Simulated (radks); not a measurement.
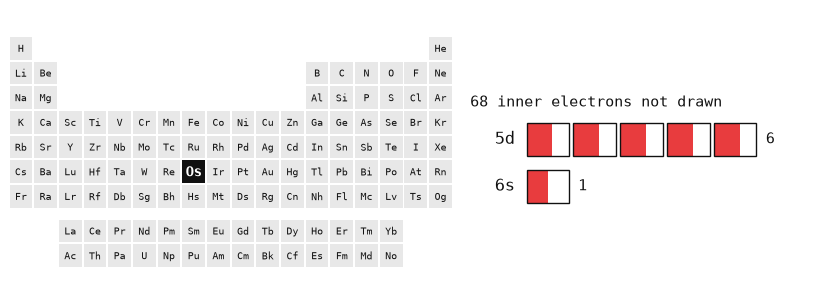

*Left, the place of osmium in the periodic table; right, the outer shells as the input fills them: a box for each of the 2l + 1 orbitals, shaded by the share of the shell that is filled, with the electron count at the right.*

## Run report: Os⁺, atomic calculation

The osmium ion Os⁺ in the configuration [Xe] 4f14 5d6 6s1 (open shells shared over both j by 2j + 1). Computed at this level: Dirac Kohn-Sham, PBE, spin-unpolarised, spherical densities, finite nucleus (the in-house radial solver radks).

## What the run reported

- outcome: converged
- total energy: −17278.2596 hartree
- kinetic energy: 19602.5572 hartree
- electron–nucleus energy: −43262.8520 hartree
- Hartree energy: 6722.6325 hartree
- exchange–correlation energy: −340.597344 hartree
- radius at density 0.001 e/bohr³: 4.17 bohr
- SCF iterations: 30
- hardware: 1 thread of Arm Neoverse N1, 69 GiB of memory available, shared host

## What is odd here

A numerical setting was moved from its usual value: mixing history nhist = 1, mixing factor beta = 0.5. The program ran to the end, and its total energy equals that of the same run with the usual input (−17278.25962 hartree) within 10⁻⁵ hartree, so the oddity leaves no trace in it.

## The input
```
Z 76
configuration [Xe] 4f14 5d6 6s1
relativity Dirac
functional pbe,pbe
spin unpolarised
j_filling average
nucleus finite rms 5.4126 fm
c 137.035999084
history 1
mixing 0.5
max_iterations 85
```

Energies in input and log are in hartree, lengths in bohr (the nuclear radius in fm).

Launched within a batch (the task file carries these settings):
```bash
python <driver script> task.json out
```

## Log
```
1s1/2   1   2.0000       -2710.02194774
2s1/2   1   2.0000        -471.90241454
2p1/2   1   2.0000        -451.92274172
2p3/2   1   4.0000        -395.65416221
3s1/2   1   2.0000        -110.03682199
3p1/2   1   2.0000        -101.07539534
3p3/2   1   4.0000         -88.80494868
3d3/2   1   4.0000         -73.75726272
3d5/2   1   6.0000         -71.09920379
4s1/2   1   2.0000         -23.45216552
4p1/2   1   2.0000         -19.68704779
4p3/2   1   4.0000         -16.80508781
4d3/2   1   4.0000         -10.61887356
4d5/2   1   6.0000         -10.08501085
4f5/2   1   6.0000          -2.25749632
4f7/2   1   8.0000          -2.15440725
5s1/2   1   2.0000          -3.65013579
5p1/2   1   2.0000          -2.48993490
5p3/2   1   4.0000          -2.04102098
5d3/2   1   2.4000          -0.54399873
5d5/2   1   3.6000          -0.50390499
6s1/2   1   1.0000          -0.48281064
Etot -17278.259620183937
Ekin 19602.557202478012
Encl -43262.851986146474
Eh 6722.632507361368
Exc -340.59734387684546
err 1.1287566474792687e-08
it 30
```

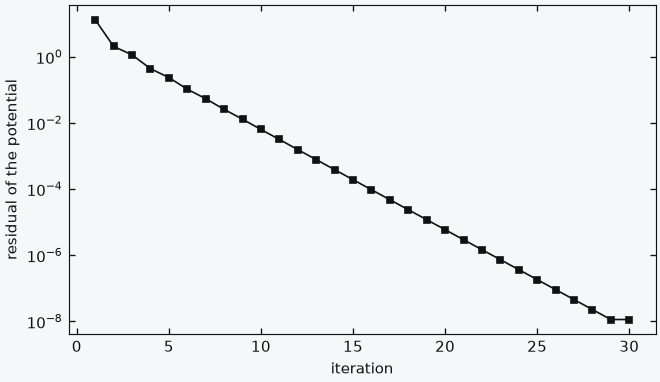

*Convergence: residual of the potential against the iteration.*

The residual falls almost steadily, with no more than small rises or pauses. It goes from 13 to 1.1×10⁻⁸ in 30 steps.
